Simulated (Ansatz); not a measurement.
# Cu: a two-dimensional strain map, part 2 of 2

The task, for Cu: strain the cell in the xy plane and along z independently.

Ansatz 0.2.0; DFT r2SCAN, scalar-relativistic, plane waves, PAW. The steps go on from the part before.

## (15) Point p = -0.015, q = 0.000

The input, input.yaml:

```yaml
crystal:
  lattice:
    - [-1.4211514202, 1.4211514202, 1.37608145]
    - [1.4211514202, -1.4211514202, 1.37608145]
    - [1.4211514202, 1.4211514202, -1.37608145]
  atoms:
    - { symbol: Cu, position: [0.0, 0.0, 0.0] }
basis:
  ecutwfc: 300.0
kpoints:
  mp_grid: { grid: [24, 24, 24] }
hamiltonian:
  xc: r2scan
scf:
  occupations: { method: gaussian, width: 0.15 }
output:
  forces: true
  stress: true
  eigenvalues: true
```

Command:

```bash
> ansatz run input.yaml --threads 1 --pin off --max-ram 2560MiB --backend cpu --events-out ev --progress --plain --runs-dir out
```

Log (excerpt; [...] marks lines left out):

```text
[...]
SCF converged after 6 iterations
Free energy (F): -6630.937274 eV
[...]
E sigma→0 (E₀):  -6630.935161 eV
Entropy (-TS):   -0.004226 eV (-4.226 meV/atom)
Fermi energy:    17.824563 eV
[...]
--- Forces (eV/Å), atoms counted from 1 ---
  atom   1  Cu     0.00000000     0.00000000     0.00000000
[...]
--- Stress (GPa, compression-positive) ---
        6.565785      -0.000000       0.000000
       -0.000000       6.565785       0.000000
        0.000000      -0.000000       6.476657
  P = ⅓ Tr σ = 6.5361 GPa (65.361 kbar)
--- Band table (eV; the first three rows and the last of 1063) ---
  k-point 0: bands = ["-98.9007", "-54.6357", "-54.6333", "-54.6333", "7.6546", "14.2753", "14.4094", "14.4094", "15.3996", "15.5394", "44.2143", "44.2143", "45.0886", "48.6252"]
[...]
```

Run time: 27 s. Hardware: 1 thread of Intel Xeon at 2.50GHz (Skylake/Cascade Lake), shared host; peak memory 0.44 GiB.

## (16) At p = -0.015, q = 0.030

input.yaml, as its differences from that of step 15:

```diff
@@ -2,5 +2,5 @@
   lattice:
-    - [-1.4211514202, 1.4211514202, 1.37608145]
-    - [1.4211514202, -1.4211514202, 1.37608145]
-    - [1.4211514202, 1.4211514202, -1.37608145]
+    - [-1.4211514202, 1.4211514202, 1.4173638935]
+    - [1.4211514202, -1.4211514202, 1.4173638935]
+    - [1.4211514202, 1.4211514202, -1.4173638935]
   atoms:
```

Command:

```bash
> ansatz run input.yaml --threads 1 --pin off --max-ram 2560MiB --backend cpu --events-out ev --progress --plain --runs-dir out
```

Log (excerpt; [...] marks lines left out):

```text
Warning: basis.ecutwfc = 300 eV is below the records' recommended 500 eV, and the density's cutoff is lower with it unless basis.ecutrho_ratio is high enough to keep the records' density cutoff: compare with a run at a higher cutoff
Warning: RAYON_NUM_THREADS=1 ignored (pool sized by the plan → 1); use --threads N
[...]
[... 3 set-up lines as earlier in the session ...]
[...]
Crystal: 1 atoms, lattice volume = 11.450 Å³
Basis set: ecut = 300 eV, 141 PW (Γ), exchange–correlation on 60×60×60 points (64 copies of the dense FFT grid, shifted against one another)
Bands: 14, of which v1, the nominal top of the filled ones, is band 10 counted from 1 (9 counted from 0)
[... 2 set-up lines as earlier in the session ...]
k-points: 1063 of 13824
[...]
SCF iter   1: F=—  HF=-6630.954157 eV  |F-HF|=—  |Δ(HF+E_count)|=         —  Δρ=3.52e-2  dr2=8.22e-2  dr2_τ=9.94e-4  ethr=1.77e-3  ⟨swp⟩=4.5  Hψ=68447  notcnv=0
[...]
SCF iter   6: F=-6630.945817 eV  HF=-6630.945817 eV  |F-HF|=2.85e-8  |Δ(HF+E_count)|=   1.29e-6  Δρ=2.69e-5  dr2=4.97e-8  dr2_τ=2.15e-10  ethr=5.26e-10  ⟨swp⟩=4.6  Hψ=63662  notcnv=0
[...]
SCF converged after 6 iterations
Free energy (F): -6630.945817 eV
[...]
E sigma→0 (E₀):  -6630.943634 eV
Entropy (-TS):   -0.004367 eV (-4.367 meV/atom)
Fermi energy:    17.159190 eV
[...]
--- Forces (eV/Å), atoms counted from 1 ---
  atom   1  Cu     0.00000000     0.00000000     0.00000000
[...]
--- Stress (GPa, compression-positive) ---
        1.668067       0.000000       0.000000
        0.000000       1.668067       0.000000
       -0.000000       0.000000       1.635683
  P = ⅓ Tr σ = 1.6573 GPa (16.573 kbar)
--- Band table (eV; the first three rows and the last of 1063) ---
  k-point 0: bands = ["-99.4815", "-55.2238", "-55.2235", "-55.2235", "7.2347", "13.7974", "13.8077", "13.8077", "14.8622", "14.8738", "43.5513", "43.5513", "43.6162", "47.4411"]
[...]
```

Wall time 26 s (1 thread of Intel Xeon at 2.50GHz (Skylake/Cascade Lake), shared host); peak memory 0.44 GiB.

## (17) At p = 0.000, q = -0.015

input.yaml, as its differences from that of step 16:

```diff
@@ -2,5 +2,5 @@
   lattice:
-    - [-1.4211514202, 1.4211514202, 1.4173638935]
-    - [1.4211514202, -1.4211514202, 1.4173638935]
-    - [1.4211514202, 1.4211514202, -1.4173638935]
+    - [-1.44279332, 1.44279332, 1.3554402282]
+    - [1.44279332, -1.44279332, 1.3554402282]
+    - [1.44279332, 1.44279332, -1.3554402282]
   atoms:
```

Command:

```bash
> ansatz run input.yaml --threads 1 --pin off --max-ram 2560MiB --backend cpu --events-out ev --progress --plain --runs-dir out
```

Log (excerpt; [...] marks lines left out):

```text
[...]
SCF converged after 6 iterations
Free energy (F): -6630.942624 eV
[...]
E sigma→0 (E₀):  -6630.940552 eV
Entropy (-TS):   -0.004144 eV (-4.144 meV/atom)
Fermi energy:    17.487632 eV
[...]
--- Forces (eV/Å), atoms counted from 1 ---
  atom   1  Cu     0.00000000     0.00000000     0.00000000
[...]
--- Stress (GPa, compression-positive) ---
        4.189226       0.000000       0.000000
        0.000000       4.189226       0.000000
        0.000000       0.000000       4.293600
  P = ⅓ Tr σ = 4.2240 GPa (42.240 kbar)
--- Band table (eV; the first three rows and the last of 1063) ---
  k-point 0: bands = ["-99.1968", "-54.9396", "-54.9332", "-54.9332", "7.4393", "13.9166", "14.1753", "14.1753", "15.0059", "15.2902", "43.3195", "43.3195", "45.1523", "47.7103"]
[...]
```

Run time: 26 s. Hardware: 1 thread of Intel Xeon at 2.50GHz (Skylake/Cascade Lake), shared host; peak memory 0.43 GiB.

## (18) Point p = 0.000, q = 0.015

input.yaml, as its differences from that of step 17:

```diff
@@ -2,5 +2,5 @@
   lattice:
-    - [-1.44279332, 1.44279332, 1.3554402282]
-    - [1.44279332, -1.44279332, 1.3554402282]
-    - [1.44279332, 1.44279332, -1.3554402282]
+    - [-1.44279332, 1.44279332, 1.3967226717]
+    - [1.44279332, -1.44279332, 1.3967226717]
+    - [1.44279332, 1.44279332, -1.3967226717]
   atoms:
```

Command:

```bash
> ansatz run input.yaml --threads 1 --pin off --max-ram 2560MiB --backend cpu --events-out ev --progress --plain --runs-dir out
```

Log (excerpt; [...] marks lines left out):

```text
[...]
SCF converged after 6 iterations
Free energy (F): -6630.946422 eV
[...]
E sigma→0 (E₀):  -6630.944213 eV
Entropy (-TS):   -0.004419 eV (-4.419 meV/atom)
Fermi energy:    16.823204 eV
[...]
--- Forces (eV/Å), atoms counted from 1 ---
  atom   1  Cu    -0.00000000    -0.00000000     0.00000000
[...]
--- Stress (GPa, compression-positive) ---
       -0.418804       0.000000       0.000000
        0.000000      -0.418804       0.000000
        0.000000      -0.000000      -0.836057
  P = ⅓ Tr σ = -0.5579 GPa (-5.579 kbar)
--- Band table (eV; the first three rows and the last of 1063) ---
  k-point 0: bands = ["-99.7767", "-55.5253", "-55.5230", "-55.5230", "7.0213", "13.4397", "13.5642", "13.5642", "14.4990", "14.6282", "42.7512", "42.7512", "43.6175", "46.5839"]
[...]
```

Run time: 27 s. Hardware: 1 thread of Intel Xeon at 2.50GHz (Skylake/Cascade Lake), shared host; peak memory 0.44 GiB.

## (19) p = 0.015, q = -0.030

input.yaml, as its differences from that of step 18:

```diff
@@ -2,5 +2,5 @@
   lattice:
-    - [-1.44279332, 1.44279332, 1.3967226717]
-    - [1.44279332, -1.44279332, 1.3967226717]
-    - [1.44279332, 1.44279332, -1.3967226717]
+    - [-1.4644352198, 1.4644352198, 1.3347990065]
+    - [1.4644352198, -1.4644352198, 1.3347990065]
+    - [1.4644352198, 1.4644352198, -1.3347990065]
   atoms:
```

Command:

```bash
> ansatz run input.yaml --threads 1 --pin off --max-ram 2560MiB --backend cpu --events-out ev --progress --plain --runs-dir out
```

Log (excerpt; [...] marks lines left out):

```text
Warning: basis.ecutwfc = 300 eV is below the records' recommended 500 eV, and the density's cutoff is lower with it unless basis.ecutrho_ratio is high enough to keep the records' density cutoff: compare with a run at a higher cutoff
Warning: RAYON_NUM_THREADS=1 ignored (pool sized by the plan → 1); use --threads N
[...]
[... 3 set-up lines as earlier in the session ...]
[...]
Crystal: 1 atoms, lattice volume = 11.450 Å³
Basis set: ecut = 300 eV, 139 PW (Γ), exchange–correlation on 60×60×60 points (64 copies of the dense FFT grid, shifted against one another)
Bands: 14, of which v1, the nominal top of the filled ones, is band 10 counted from 1 (9 counted from 0)
[... 2 set-up lines as earlier in the session ...]
k-points: 1063 of 13824
[...]
SCF iter   1: F=—  HF=-6630.953829 eV  |F-HF|=—  |Δ(HF+E_count)|=         —  Δρ=3.56e-2  dr2=8.40e-2  dr2_τ=9.76e-4  ethr=1.77e-3  ⟨swp⟩=4.5  Hψ=68345  notcnv=0
[...]
SCF iter   6: F=-6630.945534 eV  HF=-6630.945534 eV  |F-HF|=2.48e-8  |Δ(HF+E_count)|=   1.44e-6  Δρ=2.54e-5  dr2=4.48e-8  dr2_τ=1.85e-10  ethr=5.26e-10  ⟨swp⟩=6.1  Hψ=67352  notcnv=0
[...]
SCF converged after 6 iterations
Free energy (F): -6630.945534 eV
[...]
E sigma→0 (E₀):  -6630.943407 eV
Entropy (-TS):   -0.004253 eV (-4.253 meV/atom)
Fermi energy:    17.171079 eV
[...]
--- Forces (eV/Å), atoms counted from 1 ---
  atom   1  Cu     0.00000000    -0.00000000     0.00000000
[...]
--- Stress (GPa, compression-positive) ---
        1.759390      -0.000000      -0.000000
       -0.000000       1.759390       0.000000
       -0.000000       0.000000       2.748118
  P = ⅓ Tr σ = 2.0890 GPa (20.890 kbar)
--- Band table (eV; the first three rows and the last of 1063) ---
  k-point 0: bands = ["-99.4751", "-55.2269", "-55.2151", "-55.2151", "7.2383", "13.5813", "13.9622", "13.9622", "14.6224", "15.0533", "42.3648", "42.3648", "45.2801", "46.6928"]
[...]
```

Wall time 29 s (1 thread of Intel Xeon at 2.50GHz (Skylake/Cascade Lake), shared host); peak memory 0.43 GiB.

## (20) At p = 0.015, q = 0.000

input.yaml, as its differences from that of step 19:

```diff
@@ -2,5 +2,5 @@
   lattice:
-    - [-1.4644352198, 1.4644352198, 1.3347990065]
-    - [1.4644352198, -1.4644352198, 1.3347990065]
-    - [1.4644352198, 1.4644352198, -1.3347990065]
+    - [-1.4644352198, 1.4644352198, 1.37608145]
+    - [1.4644352198, -1.4644352198, 1.37608145]
+    - [1.4644352198, 1.4644352198, -1.37608145]
   atoms:
```

Command:

```bash
> ansatz run input.yaml --threads 1 --pin off --max-ram 2560MiB --backend cpu --events-out ev --progress --plain --runs-dir out
```

Log (excerpt; [...] marks lines left out):

```text
[...]
SCF converged after 6 iterations
Free energy (F): -6630.944785 eV
[...]
E sigma→0 (E₀):  -6630.942667 eV
Entropy (-TS):   -0.004236 eV (-4.236 meV/atom)
Fermi energy:    16.503801 eV
[...]
--- Forces (eV/Å), atoms counted from 1 ---
  atom   1  Cu     0.00000000     0.00000000    -0.00000000
[...]
--- Stress (GPa, compression-positive) ---
       -2.462629      -0.000000       0.000000
       -0.000000      -2.462629       0.000000
        0.000000      -0.000000      -2.686161
  P = ⅓ Tr σ = -2.5371 GPa (-25.371 kbar)
--- Band table (eV; the first three rows and the last of 1063) ---
  k-point 0: bands = ["-100.0534", "-55.8103", "-55.8030", "-55.8030", "6.8214", "13.1062", "13.3434", "13.3434", "14.1305", "14.3963", "41.8695", "41.8695", "43.6796", "45.9345"]
[...]
```

Wall time 28 s (1 thread of Intel Xeon at 2.50GHz (Skylake/Cascade Lake), shared host); peak memory 0.44 GiB.

## (21) p = 0.015, q = 0.030

input.yaml, as its differences from that of step 20:

```diff
@@ -2,5 +2,5 @@
   lattice:
-    - [-1.4644352198, 1.4644352198, 1.37608145]
-    - [1.4644352198, -1.4644352198, 1.37608145]
-    - [1.4644352198, 1.4644352198, -1.37608145]
+    - [-1.4644352198, 1.4644352198, 1.4173638935]
+    - [1.4644352198, -1.4644352198, 1.4173638935]
+    - [1.4644352198, 1.4644352198, -1.4173638935]
   atoms:
```

Command:

```bash
> ansatz run input.yaml --threads 1 --pin off --max-ram 2560MiB --backend cpu --events-out ev --progress --plain --runs-dir out
```

Log (excerpt; [...] marks lines left out):

```text
[...]
SCF converged after 7 iterations
Free energy (F): -6630.933775 eV
[...]
E sigma→0 (E₀):  -6630.931479 eV
Entropy (-TS):   -0.004591 eV (-4.591 meV/atom)
Fermi energy:    15.877489 eV
[...]
--- Forces (eV/Å), atoms counted from 1 ---
  atom   1  Cu     0.00000000    -0.00000000     0.00000000
[...]
--- Stress (GPa, compression-positive) ---
       -6.165714      -0.000000      -0.000000
       -0.000000      -6.165714       0.000000
       -0.000000       0.000000      -6.485917
  P = ⅓ Tr σ = -6.2724 GPa (-62.724 kbar)
--- Band table (eV; the first three rows and the last of 1063) ---
  k-point 0: bands = ["-100.5992", "-56.3619", "-56.3569", "-56.3569", "6.4322", "12.6551", "12.7700", "12.7700", "13.6379", "13.7757", "41.3514", "41.3514", "42.2126", "44.6473"]
[...]
```

It took 30 s on 1 thread of Intel Xeon at 2.50GHz (Skylake/Cascade Lake), shared host; peak memory 0.44 GiB.

## (22) Point p = 0.030, q = -0.015

input.yaml, as its differences from that of step 21:

```diff
@@ -2,5 +2,5 @@
   lattice:
-    - [-1.4644352198, 1.4644352198, 1.4173638935]
-    - [1.4644352198, -1.4644352198, 1.4173638935]
-    - [1.4644352198, 1.4644352198, -1.4173638935]
+    - [-1.4860771196, 1.4860771196, 1.3554402282]
+    - [1.4860771196, -1.4860771196, 1.3554402282]
+    - [1.4860771196, 1.4860771196, -1.3554402282]
   atoms:
```

Command:

```bash
> ansatz run input.yaml --threads 1 --pin off --max-ram 2560MiB --backend cpu --events-out ev --progress --plain --runs-dir out
```

Log (excerpt; [...] marks lines left out):

```text
[...]
SCF converged after 7 iterations
Free energy (F): -6630.941799 eV
[...]
E sigma→0 (E₀):  -6630.939615 eV
Entropy (-TS):   -0.004368 eV (-4.368 meV/atom)
Fermi energy:    16.203033 eV
[...]
--- Forces (eV/Å), atoms counted from 1 ---
  atom   1  Cu    -0.00000000    -0.00000000     0.00000000
[...]
--- Stress (GPa, compression-positive) ---
       -4.382035       0.000000       0.000000
        0.000000      -4.382035       0.000000
        0.000000       0.000000      -4.046527
  P = ⅓ Tr σ = -4.2702 GPa (-42.702 kbar)
--- Band table (eV; the first three rows and the last of 1063) ---
  k-point 0: bands = ["-100.3135", "-56.0798", "-56.0667", "-56.0667", "6.6346", "12.7942", "13.1419", "13.1419", "13.7718", "14.1760", "40.9244", "40.9245", "43.8016", "44.9938"]
[...]
```

Wall time 27 s (1 thread of Intel Xeon at 2.50GHz (Skylake/Cascade Lake), shared host); peak memory 0.44 GiB.

## (23) At p = 0.030, q = 0.015

input.yaml, as its differences from that of step 22:

```diff
@@ -2,5 +2,5 @@
   lattice:
-    - [-1.4860771196, 1.4860771196, 1.3554402282]
-    - [1.4860771196, -1.4860771196, 1.3554402282]
-    - [1.4860771196, 1.4860771196, -1.3554402282]
+    - [-1.4860771196, 1.4860771196, 1.3967226717]
+    - [1.4860771196, -1.4860771196, 1.3967226717]
+    - [1.4860771196, 1.4860771196, -1.3967226717]
   atoms:
```

Command:

```bash
> ansatz run input.yaml --threads 1 --pin off --max-ram 2560MiB --backend cpu --events-out ev --progress --plain --runs-dir out
```

Log (excerpt; [...] marks lines left out):

```text
[...]
SCF converged after 7 iterations
Free energy (F): -6630.927065 eV
[...]
E sigma→0 (E₀):  -6630.924883 eV
Entropy (-TS):   -0.004364 eV (-4.364 meV/atom)
Fermi energy:    15.579641 eV
[...]
--- Forces (eV/Å), atoms counted from 1 ---
  atom   1  Cu     0.00000000     0.00000000     0.00000000
[...]
--- Stress (GPa, compression-positive) ---
       -7.794146      -0.000000       0.000000
       -0.000000      -7.794146       0.000000
        0.000000       0.000000      -8.279851
  P = ⅓ Tr σ = -7.9560 GPa (-79.560 kbar)
--- Band table (eV; the first three rows and the last of 1063) ---
  k-point 0: bands = ["-100.8573", "-56.6275", "-56.6189", "-56.6189", "6.2468", "12.3448", "12.5612", "12.5612", "13.3106", "13.5601", "40.4784", "40.4784", "42.2729", "44.0707"]
[...]
```

It took 31 s on 1 thread of Intel Xeon at 2.50GHz (Skylake/Cascade Lake), shared host; peak memory 0.44 GiB.

## (24) p = -0.015, q = -0.015

input.yaml, as its differences from that of step 23:

```diff
@@ -2,5 +2,5 @@
   lattice:
-    - [-1.4860771196, 1.4860771196, 1.3967226717]
-    - [1.4860771196, -1.4860771196, 1.3967226717]
-    - [1.4860771196, 1.4860771196, -1.3967226717]
+    - [-1.4211514202, 1.4211514202, 1.3554402282]
+    - [1.4211514202, -1.4211514202, 1.3554402282]
+    - [1.4211514202, 1.4211514202, -1.3554402282]
   atoms:
```

Command:

```bash
> ansatz run input.yaml --threads 1 --pin off --max-ram 2560MiB --backend cpu --events-out ev --progress --plain --runs-dir out
```

Log (excerpt; [...] marks lines left out):

```text
[...]
SCF converged after 6 iterations
Free energy (F): -6630.929051 eV
[...]
E sigma→0 (E₀):  -6630.927025 eV
Entropy (-TS):   -0.004053 eV (-4.053 meV/atom)
Fermi energy:    18.173825 eV
[...]
--- Forces (eV/Å), atoms counted from 1 ---
  atom   1  Cu    -0.00000000    -0.00000000     0.00000000
[...]
--- Stress (GPa, compression-positive) ---
        9.228458      -0.000000       0.000000
       -0.000000       9.228458      -0.000000
       -0.000000      -0.000000       9.287942
  P = ⅓ Tr σ = 9.2483 GPa (92.483 kbar)
--- Band table (eV; the first three rows and the last of 1063) ---
  k-point 0: bands = ["-98.5966", "-54.3282", "-54.3237", "-54.3237", "7.8755", "14.5242", "14.7288", "14.7288", "15.6680", "15.8877", "44.5278", "44.5278", "45.8744", "49.0338"]
[...]
```

It took 27 s on 1 thread of Intel Xeon at 2.50GHz (Skylake/Cascade Lake), shared host; peak memory 0.43 GiB.

## (25) Point p = -0.015, q = 0.015

input.yaml, as its differences from that of step 24:

```diff
@@ -2,5 +2,5 @@
   lattice:
-    - [-1.4211514202, 1.4211514202, 1.3554402282]
-    - [1.4211514202, -1.4211514202, 1.3554402282]
-    - [1.4211514202, 1.4211514202, -1.3554402282]
+    - [-1.4211514202, 1.4211514202, 1.3967226717]
+    - [1.4211514202, -1.4211514202, 1.3967226717]
+    - [1.4211514202, 1.4211514202, -1.3967226717]
   atoms:
```

Command:

```bash
> ansatz run input.yaml --threads 1 --pin off --max-ram 2560MiB --backend cpu --events-out ev --progress --plain --runs-dir out
```

Log (excerpt; [...] marks lines left out):

```text
[...]
SCF converged after 6 iterations
Free energy (F): -6630.942427 eV
[...]
E sigma→0 (E₀):  -6630.940270 eV
Entropy (-TS):   -0.004315 eV (-4.315 meV/atom)
Fermi energy:    17.486907 eV
[...]
--- Forces (eV/Å), atoms counted from 1 ---
  atom   1  Cu    -0.00000000     0.00000000    -0.00000000
[...]
--- Stress (GPa, compression-positive) ---
        4.053413       0.000000       0.000000
        0.000000       4.053413      -0.000000
        0.000000       0.000000       3.913833
  P = ⅓ Tr σ = 4.0069 GPa (40.069 kbar)
--- Band table (eV; the first three rows and the last of 1063) ---
  k-point 0: bands = ["-99.1952", "-54.9333", "-54.9332", "-54.9332", "7.4413", "14.0330", "14.1026", "14.1026", "15.1369", "15.2014", "43.8900", "43.8900", "44.3364", "48.0141"]
[...]
```

It took 30 s on 1 thread of Intel Xeon at 2.50GHz (Skylake/Cascade Lake), shared host; peak memory 0.43 GiB.

## (26) At p = 0.015, q = -0.015

input.yaml, as its differences from that of step 25:

```diff
@@ -2,5 +2,5 @@
   lattice:
-    - [-1.4211514202, 1.4211514202, 1.3967226717]
-    - [1.4211514202, -1.4211514202, 1.3967226717]
-    - [1.4211514202, 1.4211514202, -1.3967226717]
+    - [-1.4644352198, 1.4644352198, 1.3554402282]
+    - [1.4644352198, -1.4644352198, 1.3554402282]
+    - [1.4644352198, 1.4644352198, -1.3554402282]
   atoms:
```

Command:

```bash
> ansatz run input.yaml --threads 1 --pin off --max-ram 2560MiB --backend cpu --events-out ev --progress --plain --runs-dir out
```

Log (excerpt; [...] marks lines left out):

```text
[...]
SCF converged after 6 iterations
Free energy (F): -6630.947143 eV
[...]
E sigma→0 (E₀):  -6630.945019 eV
Entropy (-TS):   -0.004247 eV (-4.247 meV/atom)
Fermi energy:    16.833962 eV
[...]
--- Forces (eV/Å), atoms counted from 1 ---
  atom   1  Cu    -0.00000000     0.00000000    -0.00000000
[...]
--- Stress (GPa, compression-positive) ---
       -0.422469      -0.000000      -0.000000
       -0.000000      -0.422469      -0.000000
       -0.000000       0.000000      -0.117611
  P = ⅓ Tr σ = -0.3208 GPa (-3.208 kbar)
--- Band table (eV; the first three rows and the last of 1063) ---
  k-point 0: bands = ["-99.7687", "-55.5229", "-55.5137", "-55.5137", "7.0261", "13.3404", "13.6469", "13.6469", "14.3744", "14.7198", "42.1183", "42.1183", "44.4621", "46.4286"]
[...]
```

Run time: 29 s. Hardware: 1 thread of Intel Xeon at 2.50GHz (Skylake/Cascade Lake), shared host; peak memory 0.44 GiB.

## (27) All points together

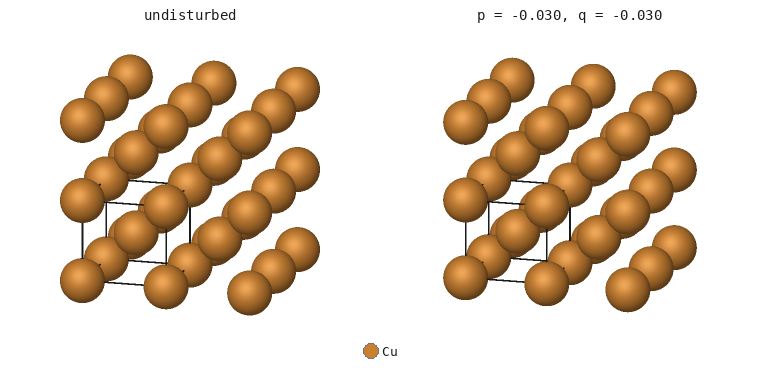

The undisturbed cell and the costliest point of the scan, at one scale, with neighbouring cells.

Energy above the undisturbed cell in meV/atom; points alike by symmetry are filled in, and a dash was not computed:

```
 p \ q  -0.030  -0.015  0.000  0.015  0.030
-0.030    59.5    42.0   28.4   18.2    9.9
-0.015    28.9    17.3    9.1    3.9    0.5
 0.000     9.3     3.7    0.0   -0.1    2.3
 0.015     0.8    -0.8    1.6      –   12.6
 0.030     1.6     4.5   11.4   19.3   29.6
```

Pressure in GPa:

```csv
p \ q,-0.030,-0.015,0.000,0.015,0.030
-0.030,18.7,15.2,12.2,9.4,6.7
-0.015,12.2,9.2,6.5,4.0,1.7
0.000,6.8,4.2,1.7,-0.6,-2.6
0.015,2.1,-0.3,-2.5,–,-6.3
0.030,-2.1,-4.3,-6.2,-8.0,-9.4
```

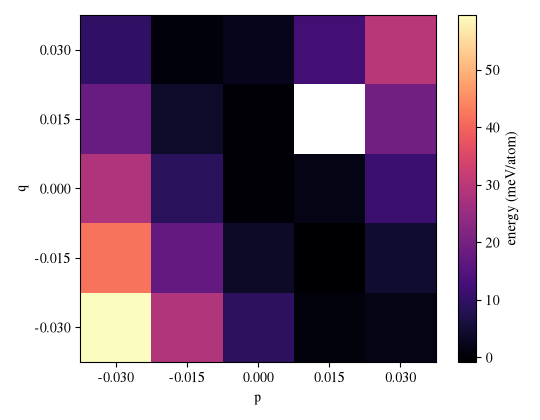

The energy map; blank cells were not computed.

## (28) What came out

What follows sums up all 2 parts.

```
                         quantity                                       value
                    highest point  59.5 meV/atom at (p, q) = (-0.030, -0.030)
lowest point away from the origin            -0.8 meV/atom at (0.015, -0.015)
```

What this shows: Cutoff, mesh or smearing here differ from converged choices, so read the numbers with care. Of the points run, the lowest is (0.015, -0.015), 0.8 meV/atom below the undisturbed cell, which was taken as given and not relaxed at this level. At |p| = |q| = 0.030, points where p and q have the same sign cost 44.6 meV/atom on average, those of opposite sign 5.8: stretching in the plane is cheaper with a contraction along z. The settings are coarse, so take the values as rough.
